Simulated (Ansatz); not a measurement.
**Response to strain in Ta**

The reference is Ta in the bcc (W type) structure (space group Im-3m, No. 229; a = 3.306 Å; relaxed with 0.1 eV smearing). Axes: x, y, z lie along the cube axes.

Strains are applied to the cell and any free atomic positions relax; under biaxial strain the out-of-plane vector relaxes too.

The values are results of Ansatz (an electronic-structure program), r2SCAN, PAW, cutoff 500 eV, spin-orbit coupling left out, not measurements.

Notes on the quantities. in-plane stress: mean in-plane stress (compression positive).

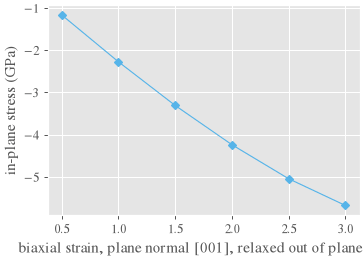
Fig. 1. in-plane stress against biaxial strain, plane normal [001], relaxed out of plane

```csv
"biaxial strain, plane normal [001], relaxed out of plane (%)",in-plane stress
0.5,-1.2 GPa
1,-2.3 GPa
1.5,-3.3 GPa
2,-4.2 GPa
2.5,-5.0 GPa
3,-5.7 GPa
```

Whether these cells are dynamically stable was not tested. All final runs are without spin polarisation.
